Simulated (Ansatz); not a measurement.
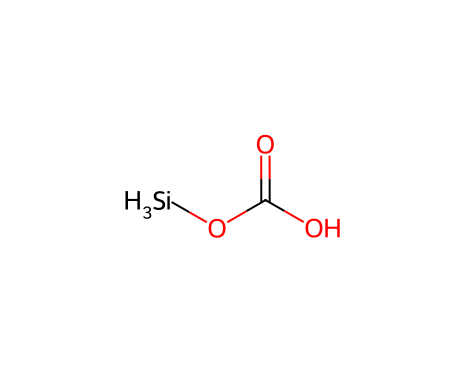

Structural formula above. The computed structure is the end point of a PBE-D4/def2-SVP optimisation. No frequency run is at hand to confirm it as a minimum.

Describe the 3D structure.

The molecule is CH₄O₃Si. SMILES: `O=C(O)O[SiH3]`. It has no ring. Among its groups: carboxylic acid, Si–H bond, Si–O bond. The point group is Cs. Coordination: 1 C trigonal planar; 2 O bent; 1 Si tetrahedral.

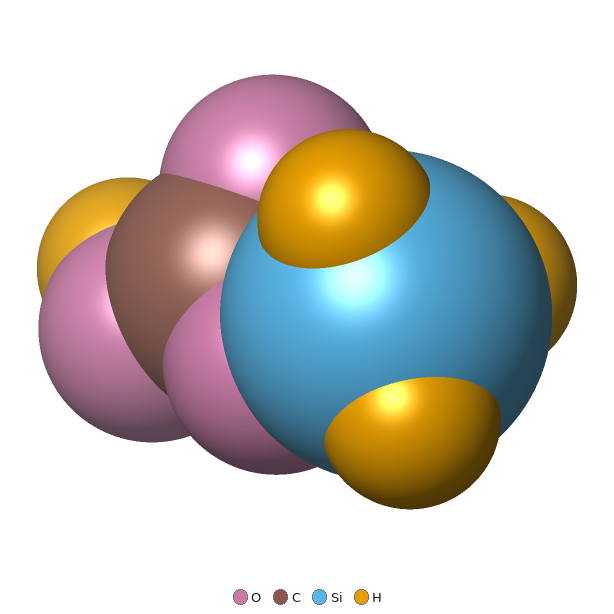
